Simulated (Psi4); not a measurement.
# AlH (SMILES [AlH]): HF/3-21G

What is the vertical ionisation energy of AlH at HF/3-21G? 

The results are computed with Psi4 1.11.

1 further run of the same task is left out (set aside as unsound or not needed).

**1. The system as given**

The species is AlH (2 atoms), meant as a singlet with charge 0. As SMILES, `[AlH]`. The coordinates come from a PBE0-D4/def2-TZVP relaxation.

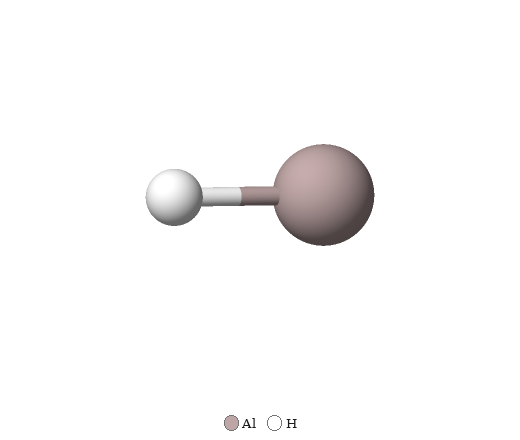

The structure, seen from a chosen angle (aluminium light grey, hydrogen white).

**2. A single-point energy at HF/3-21G**

File alh.xyz:

```xyz
2
AlH
Al     0.000000     0.000000    -0.025640
H      0.000000     0.000000     1.639110
```

File alh_ase.py:

```python
import numpy as np
from ase.calculators.psi4 import Psi4
from ase.io import read

mol = read('alh.xyz')
calc = Psi4(atoms=mol, method='hf', basis='3-21G', memory='1600MB', num_threads=1, charge=0, multiplicity=1, label='psi4-calc')
calc.psi4.set_options({'puream': True, 'e_convergence': 1e-09, 'd_convergence': 1e-08, 'scf_type': 'pk'})
mol.calc = calc

print(f'energy: {mol.get_potential_energy():.6f} eV')
```

The run is started by

```
$ python alh_ase.py
```

psi4-calc.dat, cut to the lines that bear on the results:

```text
[...]
  Running in c1 symmetry.
[...]
  Nuclear repulsion =    4.132334427817990
[...]
  Multiplicity = 1
[...]
  Nalpha       = 7
  Nbeta        = 7
[...]
    Number of basis functions: 15
[...]
   @RHF iter   1:  -241.12151633090318   -5.59080e-01   2.50327e-03 ADIIS/DIIS
[...]
   @RHF iter   7:  -241.12253024097416   -3.18323e-12   4.88104e-09 DIIS
[...]
    Orbital Energies [Eh]
    ---------------------
    Doubly Occupied:
       1A    -58.060261     2A     -4.868313     3A     -3.167137
       4A     -3.167137     5A     -3.165499     6A     -0.498420
       7A     -0.282527
[...]
  @RHF Final Energy:  -241.12253024097416
   => Energetics <=
    Nuclear Repulsion Energy =              4.1323344278179901
    One-Electron Energy =                -344.0911391310870613
    Two-Electron Energy =                  98.8362744622949236
    Total Energy =                       -241.1225302409741857
[...]
 Multipole Moments:
 ------------------------------------------------------------------------------------
     Multipole            Electronic (a.u.)      Nuclear  (a.u.)        Total (a.u.)
 ------------------------------------------------------------------------------------
 L = 1.  Multiply by 2.5417464519 to convert [e a0] to [Debye]
 Dipole X            :          0.0000000            0.0000000            0.0000000
 Dipole Y            :          0.0000000            0.0000000            0.0000000
 Dipole Z            :         -1.3384378            1.5600499            0.2216121
 Magnitude           :                                                    0.2216121
[...]
```

The script printed:

```text
energy: -6561.278250 eV
```

It took 2.1 s on 1 thread of Intel Xeon Platinum 8259CL at 2.50GHz (Skylake/Cascade Lake), shared host; peak memory 0.19 GiB.

**3. The doublet cation**

File alh.dat:

```
memory 1.6 GB

molecule system {
  1 2
  Al
  H 1 1.66475
  units angstrom
  symmetry c1
}

set {
  basis 3-21G
  reference uhf
  puream true
  e_convergence 1e-09
  d_convergence 1e-08
  scf_type pk
  maxiter 100
}

result = energy('hf')
print_variables()
```

The run is started by

```
$ psi4 -i alh.dat -o alh.out -n 1
```

alh.out:

```text
[...]
  Running in c1 symmetry.
[...]
  Nuclear repulsion =    4.132334427817991
[...]
  Multiplicity = 2
[...]
  Nalpha       = 7
  Nbeta        = 6
[...]
    Number of basis functions: 15
[...]
   @UHF iter   1:  -240.83137138364816   -2.68935e-01   8.00498e-03 DIIS/ADIIS
[...]
   @UHF iter  11:  -240.86025938514078   -3.72324e-12   6.89618e-09 DIIS
[...]
   @S^2 Observed:                7.853895094E-01
[...]
    Orbital Energies [Eh]
    ---------------------
    Alpha Occupied:
       1A    -58.386344     2A     -5.190526     3A     -3.490955
       4A     -3.487125     5A     -3.487125     6A     -0.801011
       7A     -0.620139
    Alpha Virtual:
       8A     -0.208405     9A     -0.208405    10A     -0.053865
      11A      0.054789    12A      0.113390    13A      0.131880
      14A      0.131880    15A      1.053262
    Beta Occupied:
[...]
  @UHF Final Energy:  -240.86025938514078
   => Energetics <=
    Nuclear Repulsion Energy =              4.1323344278179910
    One-Electron Energy =                -339.7963951241208633
    Two-Electron Energy =                  94.8038013111621183
    Total Energy =                       -240.8602593851407789
  UHF NO Occupations:
  HONO-2 :    5  A 1.9999992
  HONO-1 :    6  A 1.9821483
[...]
 Multipole Moments:
 ------------------------------------------------------------------------------------
     Multipole            Electronic (a.u.)      Nuclear  (a.u.)        Total (a.u.)
 ------------------------------------------------------------------------------------
 L = 1.  Multiply by 2.5417464519 to convert [e a0] to [Debye]
 Dipole X            :          0.0000000            0.0000000            0.0000000
 Dipole Y            :          0.0000000            0.0000000            0.0000000
 Dipole Z            :         -1.7646645            1.5600499           -0.2046146
 Magnitude           :                                                    0.2046146
[...]
```

Wall time 2 s (1 thread of Intel Xeon Platinum 8259CL at 2.50GHz (Skylake/Cascade Lake), shared host); peak memory 0.18 GiB.

**4. Results**

At HF/3-21G:

| quantity | value |
| --- | --- |
| singlet AlH: total energy | -241.12253 Eh |
| singlet AlH: dipole moment | 0.56 D |
| singlet AlH: HOMO energy | -7.69 eV |
| singlet AlH: LUMO energy | 0.84 eV |
| singlet AlH: HOMO–LUMO gap | 8.53 eV |
| doublet cation: total energy | -240.86026 Eh |
| doublet cation: HOMO energy (highest over α and β) | -16.87 eV |
| doublet cation: LUMO energy (lowest over α and β) | -6.64 eV |
| doublet cation: ⟨S²⟩ | 0.785 |
| vertical ionisation energy (to the doublet cation) | 7.137 eV |

**Reading.** The vertical ionisation energy comes to 7.14 eV (165 kcal/mol). −ε(HOMO) before ionisation, 7.69 eV, is 0.55 eV above this ionisation energy.
